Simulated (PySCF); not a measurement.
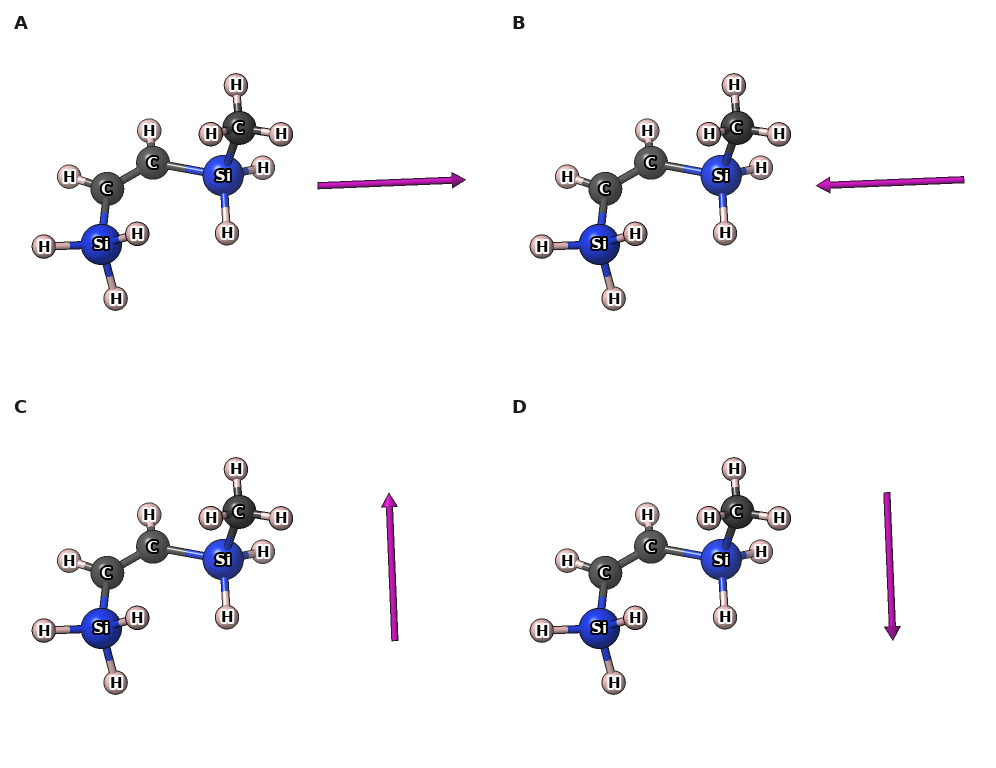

The same molecule four times, each with an arrow. The computed structure is the end point of a PBE0-D3(BJ)/def2-SVP optimisation. No frequency run is at hand to confirm it as a minimum. Properties computed with CAM-B3LYP/def2-SVPD, gas phase (PySCF 2.14.0).

Question: Which arrow points along the dipole moment, from the negative to the positive end?

Answer: C. The dipole moment is 0.92 D.
